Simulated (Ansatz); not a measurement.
**SiH₃+ (singlet): B2PLYP, RKS PBE0, RPA-PBE over a scan of the scale of all distances, cc-pVDZ**

Aim: run SiH₃+ (singlet) with these functionals over a scan of the scale of all distances, and hold them against the top wave-function level at the same points.

Computed with Ansatz 0.2.0, Gaussian basis. Level: cc-pVDZ, all electrons in the functionals, frozen cores in the correlation of double hybrids and RPA.

To be run: B2PLYP, RKS PBE0, RPA-PBE, at 0.864; 1.000; 1.118; 1.295; 1.500; 1.757; 2.027; 2.360 (not every functional at every point).

8 further runs of the same task are left out: 2 for a known fault of the program, 6 that didn't finish.

## (1) The geometry

The geometry derives from a PBE0/def2-TZVP stationary point (not a proven minimum). All distances are scaled together.

4 atoms, charge 1, spin multiplicity 1.

Atoms are counted from 1 here; the program's logs count them from 0.

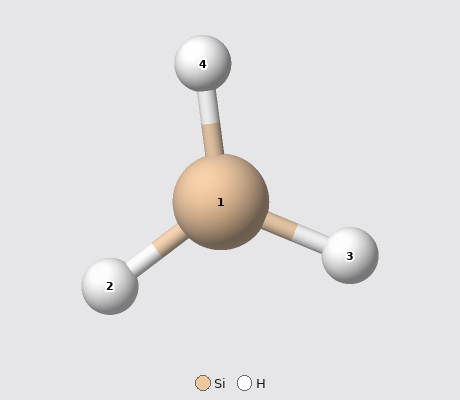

The geometry (silicon light orange, hydrogen white); atoms are numbered from 1 in the order of the file.

No dispersion term is added.

The geometry shown and the zero of energy belong to the point 1.000. The yardstick, FCI, and other wave-function levels (R restricted, U unrestricted, valence and pair active spaces) come from earlier runs.

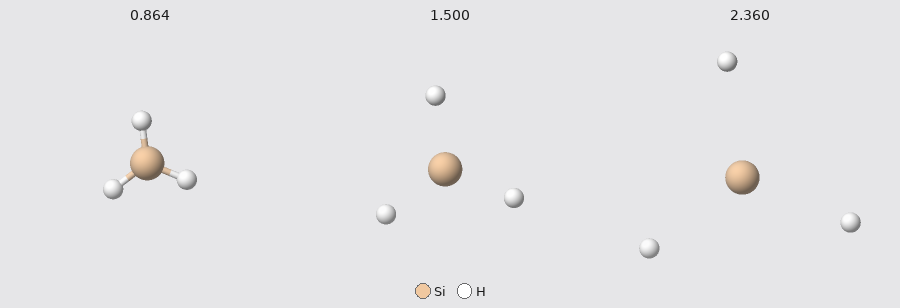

Three points of the scan; sticks are drawn by distance.

## (2) B2PLYP, 0.864

The input, in.yaml:

```yaml
crystal:
  periodic: [false, false, false]
  atoms:
    - {symbol: Si, position_ang: [0.000000, 0.000000, 0.000000]}
    - {symbol: H, position_ang: [1.271759, 0.012292, -0.000083]}
    - {symbol: H, position_ang: [-0.646525, 1.095226, -0.002510]}
    - {symbol: H, position_ang: [-0.625234, -1.107519, 0.002593]}
basis:
  gaussian: {orbitals: cc-pVDZ}
total_charge: 1
hamiltonian: {xc: {name: B2PLYP}}
correlation: {electrons: outside_noble_gas}
```

Command:

```
> ansatz run in.yaml --threads 1 --pin off --events-out ev --progress --plain --max-ram 2393MiB
```

The program printed:

```text
Functional definition: B2PLYP
  name "B2PLYP"
  cite "Grimme, J. Chem. Phys. 124, 034108 (2006) doi:10.1063/1.2148954"
  cite "Becke, Phys. Rev. A 38, 3098 (1988) doi:10.1103/PhysRevA.38.3098"
  cite "Lee, Yang & Parr, Phys. Rev. B 37, 785 (1988) doi:10.1103/PhysRevB.37.785"
  parameter a = 0.53
  parameter c = 0.27
  exchange = (1 - a)*b88_x + a*exact_x
  correlation = (1 - c)*lyp_c + c*(mp2_os + mp2_ss)
311 factors; integrals over basis functions are off by at most 1.3e-3 eV
mean field evaluation 1: about -7910.4380 eV, gradient 7.1e0 eV
mean field evaluation 2: about -7910.4367 eV, gradient 7.1e0 eV
mean field evaluation 4: about -7910.5744 eV, gradient 9.5e-2 eV
mean field evaluation 8: about -7910.5744 eV, gradient 8.9e-5 eV
mean field -7910.57438577 eV, -290.7082466971 hartree, gradient 3.5e-6 eV, S^2 0.000000; 0 other end points of the search recorded, 0 dependent functions left out
5 core orbitals not correlated: weight in the atoms' cores, before any rotation towards them, 1.000 or more for the frozen orbitals, at most 0.000 for the correlated occupied ones
reference -7910.57449641 eV, -290.7082507630 hartree; 3, 3 occupied and 25, 25 virtual orbitals, 311 factors
second order -2.74060993 eV of doubles, -0.00000000 eV of singles
Total energy: -7911.31446109 eV, -290.7354439635 hartree
```

Wall time 0.45 s (1 thread of Arm Neoverse V2, shared host).

## (3) B2PLYP, 1.000

The input, in.yaml:

```yaml
crystal:
  periodic: [false, false, false]
  atoms:
    - {symbol: Si, position_ang: [0.000000, 0.000000, 0.000000]}
    - {symbol: H, position_ang: [1.471943, 0.014227, -0.000096]}
    - {symbol: H, position_ang: [-0.748293, 1.267623, -0.002905]}
    - {symbol: H, position_ang: [-0.723650, -1.281850, 0.003001]}
basis:
  gaussian: {orbitals: cc-pVDZ}
total_charge: 1
hamiltonian: {xc: {name: B2PLYP}}
correlation: {electrons: outside_noble_gas}
```

The command is unchanged.

The program printed:

```text
Functional definition: B2PLYP
  name "B2PLYP"
  cite "Grimme, J. Chem. Phys. 124, 034108 (2006) doi:10.1063/1.2148954"
  cite "Becke, Phys. Rev. A 38, 3098 (1988) doi:10.1103/PhysRevA.38.3098"
  cite "Lee, Yang & Parr, Phys. Rev. B 37, 785 (1988) doi:10.1103/PhysRevB.37.785"
  parameter a = 0.53
  parameter c = 0.27
  exchange = (1 - a)*b88_x + a*exact_x
  correlation = (1 - c)*lyp_c + c*(mp2_os + mp2_ss)
311 factors; integrals over basis functions are off by at most 1.2e-3 eV
mean field evaluation 1: about -7912.1074 eV, gradient 5.3e0 eV
mean field evaluation 2: about -7912.1053 eV, gradient 5.3e0 eV
mean field evaluation 4: about -7912.1940 eV, gradient 7.2e-2 eV
mean field evaluation 8: about -7912.1940 eV, gradient 3.4e-5 eV
mean field -7912.19395017 eV, -290.7677645912 hartree, gradient 3.2e-6 eV, S^2 0.000000; 0 other end points of the search recorded, 0 dependent functions left out
5 core orbitals not correlated: weight in the atoms' cores, before any rotation towards them, 1.000 or more for the frozen orbitals, at most 0.000 for the correlated occupied ones
reference -7912.19406487 eV, -290.7677688061 hartree; 3, 3 occupied and 25, 25 virtual orbitals, 311 factors
second order -2.83013169 eV of doubles, -0.00000000 eV of singles
Total energy: -7912.95820042 eV, -290.7958502698 hartree
```

It took 0.48 s on 1 thread of Arm Neoverse V2, shared host.

## (4) B2PLYP, 1.118

The input, in.yaml:

```yaml
crystal:
  periodic: [false, false, false]
  atoms:
    - {symbol: Si, position_ang: [0.000000, 0.000000, 0.000000]}
    - {symbol: H, position_ang: [1.645632, 0.015906, -0.000107]}
    - {symbol: H, position_ang: [-0.836591, 1.417202, -0.003248]}
    - {symbol: H, position_ang: [-0.809041, -1.433108, 0.003355]}
basis:
  gaussian: {orbitals: cc-pVDZ}
total_charge: 1
hamiltonian: {xc: {name: B2PLYP}}
correlation: {electrons: outside_noble_gas}
```

Launched as before.

The program printed:

```text
Functional definition: B2PLYP
  name "B2PLYP"
  cite "Grimme, J. Chem. Phys. 124, 034108 (2006) doi:10.1063/1.2148954"
  cite "Becke, Phys. Rev. A 38, 3098 (1988) doi:10.1103/PhysRevA.38.3098"
  cite "Lee, Yang & Parr, Phys. Rev. B 37, 785 (1988) doi:10.1103/PhysRevB.37.785"
  parameter a = 0.53
  parameter c = 0.27
  exchange = (1 - a)*b88_x + a*exact_x
  correlation = (1 - c)*lyp_c + c*(mp2_os + mp2_ss)
314 factors; integrals over basis functions are off by at most 1.4e-3 eV
mean field evaluation 1: about -7911.4230 eV, gradient 4.3e0 eV
mean field evaluation 2: about -7911.4193 eV, gradient 4.3e0 eV
mean field evaluation 4: about -7911.4902 eV, gradient 6.1e-2 eV
mean field evaluation 8: about -7911.4902 eV, gradient 2.7e-4 eV
mean field -7911.49019240 eV, -290.7419019702 hartree, gradient 2.0e-6 eV, S^2 0.000000; 0 other end points of the search recorded, 0 dependent functions left out
5 core orbitals not correlated: weight in the atoms' cores, before any rotation towards them, 1.000 or more for the frozen orbitals, at most 0.000 for the correlated occupied ones
reference -7911.49031012 eV, -290.7419062963 hartree; 3, 3 occupied and 25, 25 virtual orbitals, 314 factors
second order -2.99510579 eV of doubles, -0.00000000 eV of singles
Total energy: -7912.29898869 eV, -290.7716246853 hartree
```

Wall time 0.48 s (1 thread of Arm Neoverse V2, shared host).

From 1.000: +15.2 kcal/mol.

## (5) B2PLYP, 1.295

The input, in.yaml:

```yaml
crystal:
  periodic: [false, false, false]
  atoms:
    - {symbol: Si, position_ang: [0.000000, 0.000000, 0.000000]}
    - {symbol: H, position_ang: [1.906166, 0.018424, -0.000124]}
    - {symbol: H, position_ang: [-0.969039, 1.641572, -0.003762]}
    - {symbol: H, position_ang: [-0.937127, -1.659996, 0.003886]}
basis:
  gaussian: {orbitals: cc-pVDZ}
total_charge: 1
hamiltonian: {xc: {name: B2PLYP}}
correlation: {electrons: outside_noble_gas}
```

Launched as before.

The program printed:

```text
Functional definition: B2PLYP
  name "B2PLYP"
  cite "Grimme, J. Chem. Phys. 124, 034108 (2006) doi:10.1063/1.2148954"
  cite "Becke, Phys. Rev. A 38, 3098 (1988) doi:10.1103/PhysRevA.38.3098"
  cite "Lee, Yang & Parr, Phys. Rev. B 37, 785 (1988) doi:10.1103/PhysRevB.37.785"
  parameter a = 0.53
  parameter c = 0.27
  exchange = (1 - a)*b88_x + a*exact_x
  correlation = (1 - c)*lyp_c + c*(mp2_os + mp2_ss)
317 factors; integrals over basis functions are off by at most 2.0e-3 eV
mean field evaluation 1: about -7909.0005 eV, gradient 3.3e0 eV
mean field evaluation 2: about -7908.9970 eV, gradient 3.3e0 eV
mean field evaluation 4: about -7909.0576 eV, gradient 1.3e-1 eV
mean field evaluation 8: about -7909.0576 eV, gradient 3.4e-4 eV
mean field -7909.05762798 eV, -290.6525068766 hartree, gradient 4.5e-6 eV, S^2 0.000000; 0 other end points of the search recorded, 0 dependent functions left out
5 core orbitals not correlated: weight in the atoms' cores, before any rotation towards them, 1.000 or more for the frozen orbitals, at most 0.000 for the correlated occupied ones
reference -7909.05774995 eV, -290.6525113589 hartree; 3, 3 occupied and 25, 25 virtual orbitals, 317 factors
second order -3.39450872 eV of doubles, -0.00000000 eV of singles
Total energy: -7909.97426731 eV, -290.6861927504 hartree
```

It took 0.45 s on 1 thread of Arm Neoverse V2, shared host.

From 1.000: +68.8 kcal/mol.

## (6) B2PLYP, 1.500

The input, in.yaml:

```yaml
crystal:
  periodic: [false, false, false]
  atoms:
    - {symbol: Si, position_ang: [0.000000, 0.000000, 0.000000]}
    - {symbol: H, position_ang: [2.207914, 0.021341, -0.000144]}
    - {symbol: H, position_ang: [-1.122439, 1.901434, -0.004357]}
    - {symbol: H, position_ang: [-1.085475, -1.922775, 0.004502]}
basis:
  gaussian: {orbitals: cc-pVDZ}
total_charge: 1
magnetization: {spin_polarized: true, initial_magnetization: 0}
hamiltonian: {xc: {name: B2PLYP}}
correlation: {electrons: outside_noble_gas}
```

The command is unchanged.

The program printed:

```text
Functional definition: B2PLYP
  name "B2PLYP"
  cite "Grimme, J. Chem. Phys. 124, 034108 (2006) doi:10.1063/1.2148954"
  cite "Becke, Phys. Rev. A 38, 3098 (1988) doi:10.1103/PhysRevA.38.3098"
  cite "Lee, Yang & Parr, Phys. Rev. B 37, 785 (1988) doi:10.1103/PhysRevB.37.785"
  parameter a = 0.53
  parameter c = 0.27
  exchange = (1 - a)*b88_x + a*exact_x
  correlation = (1 - c)*lyp_c + c*(mp2_os + mp2_ss)
314 factors; integrals over basis functions are off by at most 1.8e-3 eV
mean field evaluation 1: about -7905.8811 eV, gradient 1.9e0 eV
mean field evaluation 2: about -7905.8788 eV, gradient 1.9e0 eV
mean field evaluation 4: about -7905.9333 eV, gradient 8.1e-2 eV
mean field evaluation 8: about -7905.9334 eV, gradient 3.7e-4 eV
mean field evaluation 16: about -7905.9655 eV, gradient 1.7e0 eV
mean field evaluation 32: about -7906.0841 eV, gradient 2.6e-1 eV
mean field evaluation 64: about -7905.3562 eV, gradient 4.5e0 eV
mean field -7906.09402155 eV, -290.5435963489 hartree, gradient 2.4e-6 eV, S^2 0.564796; 8 other end points of the search recorded, 0 dependent functions left out
5 core orbitals not correlated: weight in the atoms' cores, before any rotation towards them, 1.000 or more for the frozen orbitals, at most 0.000 for the correlated occupied ones
reference -7906.09415305 eV, -290.5436011814 hartree; 3, 3 occupied and 25, 25 virtual orbitals, 314 factors
second order -3.05185699 eV of doubles, -0.00000000 eV of singles
Total energy: -7906.91815443 eV, -290.5738826738 hartree
```

It took 2.1 s on 1 thread of Arm Neoverse V2, shared host.

From the report: ⟨S²⟩ of the determinant 0.565 (pure singlet: 0.00). The determinant is far from a pure spin state, so its energy mixes those of several spin states (harmless only where they are near-degenerate, as at dissociation).

From 1.000: +139.3 kcal/mol.

## (7) B2PLYP, 1.757

The input, in.yaml:

```yaml
crystal:
  periodic: [false, false, false]
  atoms:
    - {symbol: Si, position_ang: [0.000000, 0.000000, 0.000000]}
    - {symbol: H, position_ang: [2.586204, 0.024997, -0.000169]}
    - {symbol: H, position_ang: [-1.314750, 2.227214, -0.005104]}
    - {symbol: H, position_ang: [-1.271453, -2.252211, 0.005273]}
basis:
  gaussian: {orbitals: cc-pVDZ}
total_charge: 1
magnetization: {spin_polarized: true, initial_magnetization: 0}
hamiltonian: {xc: {name: B2PLYP}}
correlation: {electrons: outside_noble_gas}
```

Launched as before.

The program printed:

```text
Functional definition: B2PLYP
  name "B2PLYP"
  cite "Grimme, J. Chem. Phys. 124, 034108 (2006) doi:10.1063/1.2148954"
  cite "Becke, Phys. Rev. A 38, 3098 (1988) doi:10.1103/PhysRevA.38.3098"
  cite "Lee, Yang & Parr, Phys. Rev. B 37, 785 (1988) doi:10.1103/PhysRevB.37.785"
  parameter a = 0.53
  parameter c = 0.27
  exchange = (1 - a)*b88_x + a*exact_x
  correlation = (1 - c)*lyp_c + c*(mp2_os + mp2_ss)
311 factors; integrals over basis functions are off by at most 1.6e-3 eV
mean field evaluation 1: about -7902.6591 eV, gradient 1.5e0 eV
mean field evaluation 2: about -7902.6572 eV, gradient 1.5e0 eV
mean field evaluation 4: about -7902.6997 eV, gradient 3.4e-1 eV
mean field evaluation 8: about -7902.7013 eV, gradient 6.6e-3 eV
mean field evaluation 16: about -7902.9510 eV, gradient 1.6e0 eV
mean field evaluation 32: about -7903.5084 eV, gradient 6.9e0 eV
mean field evaluation 64: about -7904.3023 eV, gradient 8.4e-6 eV
mean field evaluation 96: about -7904.1556 eV, gradient 1.8e0 eV
mean field -7904.30230490 eV, -290.4777519765 hartree, gradient 1.4e-6 eV, S^2 1.489470; 13 other end points of the search recorded, 0 dependent functions left out
5 core orbitals not correlated: weight in the atoms' cores, before any rotation towards them, 1.000 or more for the frozen orbitals, at most 0.000 for the correlated occupied ones
reference -7904.30245544 eV, -290.4777575088 hartree; 3, 3 occupied and 25, 25 virtual orbitals, 311 factors
second order -1.78217615 eV of doubles, -0.00000000 eV of singles
Total energy: -7904.78364300 eV, -290.4954408255 hartree
```

Wall time 2.5 s (1 thread of Arm Neoverse V2, shared host).

From the report: ⟨S²⟩ of the determinant 1.489 (pure singlet: 0.00). The determinant is far from a pure spin state, so its energy mixes those of several spin states (harmless only where they are near-degenerate, as at dissociation).

From 1.000: +188.5 kcal/mol.

## (8) B2PLYP, 2.027

The input, in.yaml:

```yaml
crystal:
  periodic: [false, false, false]
  atoms:
    - {symbol: Si, position_ang: [0.000000, 0.000000, 0.000000]}
    - {symbol: H, position_ang: [2.983628, 0.028838, -0.000195]}
    - {symbol: H, position_ang: [-1.516789, 2.569472, -0.005888]}
    - {symbol: H, position_ang: [-1.466839, -2.598310, 0.006083]}
basis:
  gaussian: {orbitals: cc-pVDZ}
total_charge: 1
magnetization: {spin_polarized: true, initial_magnetization: 0}
hamiltonian: {xc: {name: B2PLYP}}
correlation: {electrons: outside_noble_gas}
```

Launched as before.

The program printed:

```text
Functional definition: B2PLYP
  name "B2PLYP"
  cite "Grimme, J. Chem. Phys. 124, 034108 (2006) doi:10.1063/1.2148954"
  cite "Becke, Phys. Rev. A 38, 3098 (1988) doi:10.1103/PhysRevA.38.3098"
  cite "Lee, Yang & Parr, Phys. Rev. B 37, 785 (1988) doi:10.1103/PhysRevB.37.785"
  parameter a = 0.53
  parameter c = 0.27
  exchange = (1 - a)*b88_x + a*exact_x
  correlation = (1 - c)*lyp_c + c*(mp2_os + mp2_ss)
317 factors; integrals over basis functions are off by at most 4.5e-4 eV
mean field evaluation 1: about -7900.2513 eV, gradient 2.0e0 eV
mean field evaluation 2: about -7900.2491 eV, gradient 2.0e0 eV
mean field evaluation 4: about -7900.3208 eV, gradient 2.5e-1 eV
mean field evaluation 8: about -7900.3220 eV, gradient 7.6e-3 eV
mean field evaluation 16: about -7900.6738 eV, gradient 2.2e0 eV
mean field evaluation 32: about -7903.6565 eV, gradient 4.6e-1 eV
mean field evaluation 64: about -7903.6585 eV, gradient 3.7e-6 eV
mean field evaluation 96: about -7903.6575 eV, gradient 4.3e-2 eV
mean field -7903.65854705 eV, -290.4540943118 hartree, gradient 2.7e-6 eV, S^2 1.819663; 12 other end points of the search recorded, 0 dependent functions left out
5 core orbitals not correlated: weight in the atoms' cores, before any rotation towards them, 1.000 or more for the frozen orbitals, at most 0.000 for the correlated occupied ones
reference -7903.65871845 eV, -290.4541006107 hartree; 3, 3 occupied and 25, 25 virtual orbitals, 317 factors
second order -1.41514686 eV of doubles, -0.00000000 eV of singles
Total energy: -7904.04080810 eV, -290.4681421464 hartree
```

It took 3.1 s on 1 thread of Arm Neoverse V2, shared host.

From the report: ⟨S²⟩ of the determinant 1.820 (pure singlet: 0.00). The determinant is far from a pure spin state, so its energy mixes those of several spin states (harmless only where they are near-degenerate, as at dissociation).

From 1.000: +205.6 kcal/mol.

## (9) B2PLYP, 2.360

The input, in.yaml:

```yaml
crystal:
  periodic: [false, false, false]
  atoms:
    - {symbol: Si, position_ang: [0.000000, 0.000000, 0.000000]}
    - {symbol: H, position_ang: [3.473785, 0.033576, -0.000227]}
    - {symbol: H, position_ang: [-1.765971, 2.991590, -0.006856]}
    - {symbol: H, position_ang: [-1.707815, -3.025166, 0.007082]}
basis:
  gaussian: {orbitals: cc-pVDZ}
total_charge: 1
magnetization: {spin_polarized: true, initial_magnetization: 0}
hamiltonian: {xc: {name: B2PLYP}}
correlation: {electrons: outside_noble_gas}
```

Same command.

The program printed:

```text
Functional definition: B2PLYP
  name "B2PLYP"
  cite "Grimme, J. Chem. Phys. 124, 034108 (2006) doi:10.1063/1.2148954"
  cite "Becke, Phys. Rev. A 38, 3098 (1988) doi:10.1103/PhysRevA.38.3098"
  cite "Lee, Yang & Parr, Phys. Rev. B 37, 785 (1988) doi:10.1103/PhysRevB.37.785"
  parameter a = 0.53
  parameter c = 0.27
  exchange = (1 - a)*b88_x + a*exact_x
  correlation = (1 - c)*lyp_c + c*(mp2_os + mp2_ss)
320 factors; integrals over basis functions are off by at most 2.2e-4 eV
mean field evaluation 1: about -7897.9792 eV, gradient 4.5e0 eV
mean field evaluation 2: about -7897.9779 eV, gradient 4.5e0 eV
mean field evaluation 4: about -7898.3701 eV, gradient 1.2e0 eV
mean field evaluation 8: about -7898.3919 eV, gradient 9.0e-3 eV
mean field evaluation 16: about -7898.3919 eV, gradient 6.9e-6 eV
mean field evaluation 32: about -7903.3654 eV, gradient 5.9e-5 eV
mean field evaluation 64: about -7903.3654 eV, gradient 3.4e-3 eV
mean field evaluation 96: about -7902.4066 eV, gradient 6.2e0 eV
mean field evaluation 128: about -7903.3650 eV, gradient 1.2e-1 eV
mean field -7903.36541031 eV, -290.4433217354 hartree, gradient 7.9e-6 eV, S^2 1.950785; 13 other end points of the search recorded, 0 dependent functions left out
5 core orbitals not correlated: weight in the atoms' cores, before any rotation towards them, 1.000 or more for the frozen orbitals, at most 0.000 for the correlated occupied ones
reference -7903.36561555 eV, -290.4433292778 hartree; 3, 3 occupied and 25, 25 virtual orbitals, 320 factors
second order -1.29935700 eV of doubles, -0.00000000 eV of singles
Total energy: -7903.71644194 eV, -290.4562219099 hartree
```

Wall time 4.2 s (1 thread of Arm Neoverse V2, shared host).

From the report: ⟨S²⟩ of the determinant 1.951 (pure singlet: 0.00). The determinant is far from a pure spin state, so its energy mixes those of several spin states (harmless only where they are near-degenerate, as at dissociation).

From 1.000: +213.1 kcal/mol.

## (10) RKS PBE0, 1.500

The input, in.yaml:

```yaml
crystal:
  periodic: [false, false, false]
  atoms:
    - {symbol: Si, position_ang: [0.000000, 0.000000, 0.000000]}
    - {symbol: H, position_ang: [2.207914, 0.021341, -0.000144]}
    - {symbol: H, position_ang: [-1.122439, 1.901434, -0.004357]}
    - {symbol: H, position_ang: [-1.085475, -1.922775, 0.004502]}
basis:
  gaussian: {orbitals: cc-pVDZ}
total_charge: 1
hamiltonian: {xc: {name: PBE0}}
```

The command is unchanged.

The program printed:

```text
Functional definition: PBE0
  name "PBE0"
  cite "Adamo & Barone, J. Chem. Phys. 110, 6158 (1999) doi:10.1063/1.478522"
  cite "Perdew, Burke & Ernzerhof, Phys. Rev. Lett. 77, 3865 (1996) doi:10.1103/PhysRevLett.77.3865"
  parent pbe
  parameter a = 0.25
  parameter kappa = 0.804
  parameter beta = 0.06672455060314922
  exchange = (1 - a)*pbe_x(kappa = kappa, mu = beta*pi^2/3) + a*exact_x
  correlation = pbe_c(beta = beta)
314 factors; integrals over basis functions are off by at most 1.8e-3 eV
mean field evaluation 1: about -7907.1577 eV, gradient 3.0e0 eV
mean field evaluation 2: about -7907.1718 eV, gradient 2.4e0 eV
mean field evaluation 4: about -7907.2021 eV, gradient 2.7e-2 eV
mean field evaluation 8: about -7907.1992 eV, gradient 1.9e-4 eV
mean field -7907.19919209 eV, -290.5842106174 hartree, gradient 6.9e-6 eV, S^2 0.000000; 0 other end points of the search recorded, 0 dependent functions left out
reference -7907.19921329 eV, -290.5842113962 hartree; 8, 8 occupied and 25, 25 virtual orbitals, 314 factors
Total energy: -7907.19921329 eV, -290.5842113962 hartree
```

Wall time 0.36 s (1 thread of Arm Neoverse V2, shared host).

## (11) RKS PBE0, 1.757

The input, in.yaml:

```yaml
crystal:
  periodic: [false, false, false]
  atoms:
    - {symbol: Si, position_ang: [0.000000, 0.000000, 0.000000]}
    - {symbol: H, position_ang: [2.586204, 0.024997, -0.000169]}
    - {symbol: H, position_ang: [-1.314750, 2.227214, -0.005104]}
    - {symbol: H, position_ang: [-1.271453, -2.252211, 0.005273]}
basis:
  gaussian: {orbitals: cc-pVDZ}
total_charge: 1
hamiltonian: {xc: {name: PBE0}}
```

Launched as before.

The program printed:

```text
Functional definition: PBE0
  name "PBE0"
  cite "Adamo & Barone, J. Chem. Phys. 110, 6158 (1999) doi:10.1063/1.478522"
  cite "Perdew, Burke & Ernzerhof, Phys. Rev. Lett. 77, 3865 (1996) doi:10.1103/PhysRevLett.77.3865"
  parent pbe
  parameter a = 0.25
  parameter kappa = 0.804
  parameter beta = 0.06672455060314922
  exchange = (1 - a)*pbe_x(kappa = kappa, mu = beta*pi^2/3) + a*exact_x
  correlation = pbe_c(beta = beta)
311 factors; integrals over basis functions are off by at most 1.6e-3 eV
mean field evaluation 1: about -7904.1382 eV, gradient 3.2e0 eV
mean field evaluation 2: about -7904.0762 eV, gradient 4.3e0 eV
mean field evaluation 4: about -7904.1966 eV, gradient 3.8e-1 eV
mean field evaluation 8: about -7904.1952 eV, gradient 1.6e-3 eV
mean field -7904.19517957 eV, -290.4738151934 hartree, gradient 1.5e-5 eV, S^2 0.000000; 0 other end points of the search recorded, 0 dependent functions left out
reference -7904.19520290 eV, -290.4738160505 hartree; 8, 8 occupied and 25, 25 virtual orbitals, 311 factors
Total energy: -7904.19520290 eV, -290.4738160505 hartree
```

Run time: 0.33 s. Hardware: 1 thread of Arm Neoverse V2, shared host.

(Part 1 of 2 ends here.)
